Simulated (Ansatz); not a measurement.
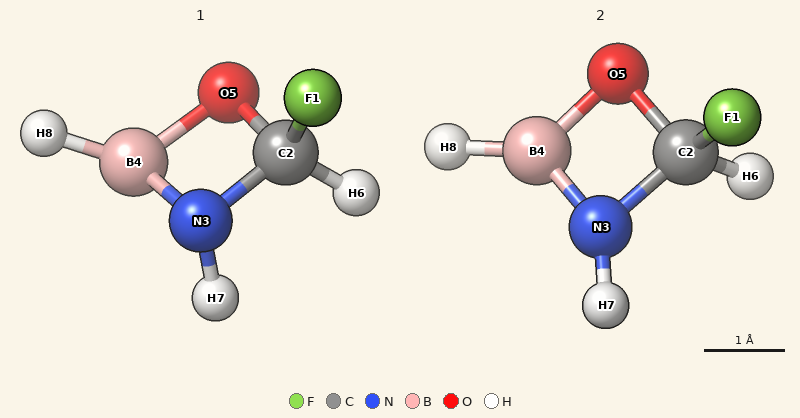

Two geometries of CH3BFNO (coarse preliminary run), drawn at one scale. One is the start of a relaxation, the other its converged end. Style: ball-and-stick. Shown from a free direction.

Level of theory: Ansatz 0.2.0, RKS PBE-D4/def2-SVP. Settings: force threshold 0.03 eV/Å; at most 200 steps.

> Which one is relaxed?

Structure 2 is the relaxed one. The start comes from a force field. The energy falls by 32.1 kcal/mol in 10 geometry steps. Largest force component: 4.7 eV/Å at the start, 0.0049 eV/Å at the end. The atom that moves furthest after the best rigid fit is H7 (0.55 Å). By element the largest moves are H 0.55 Å, O 0.40 Å, F 0.35 Å, N 0.19 Å, B 0.18 Å, C 0.04 Å. Some distances before and after: B4–O5 1.507 → 1.412 Å, N3–H7 1.096 → 1.017 Å, N3–B4 1.475 → 1.426 Å, C2–O5 1.385 → 1.430 Å. Bond angles that change, for instance: B4–N3–H7 105.4° → 143.1°, C2–N3–H7 108.6° → 128.2°, N3–B4–O5 87.1° → 94.8°. Cost: 25 s on 2 threads of Intel Xeon Platinum 8259CL @ 2.50GHz (shared host).
